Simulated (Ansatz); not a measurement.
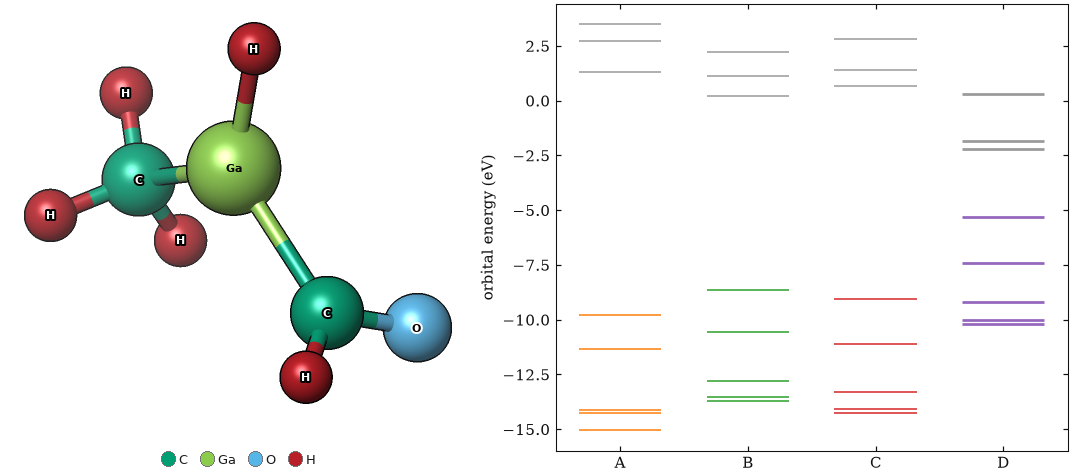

Frontier orbital energies of C₂H₅GaO, SMILES [CH3][GaH][CH]=O, singlet at one geometry, def2-TZVPP, the Ansatz code 0.2.0, at a PBE0-D4/def2-TZVP geometry (a minimum by its frequencies). Empty levels are grey, levels within 0.1 eV stand side by side; all columns show the same few orbitals around the gap.

### The columns come from HF, LC-wPBE, r2SCAN and ωB97M-V. Which is which?

A: HF (HOMO −9.77, LUMO 1.32, separation 11.09 eV)
B: ωB97M-V (HOMO −8.65, LUMO 0.23, separation 8.88 eV)
C: LC-wPBE (HOMO −9.04, LUMO 0.65, separation 9.69 eV)
D: r2SCAN (HOMO −5.30, LUMO −2.21, separation 3.10 eV)

Caveats, for all or some of the runs: empty levels above zero depend strongly on the basis; no scalar relativity up to krypton; one conformer of a flexible molecule.
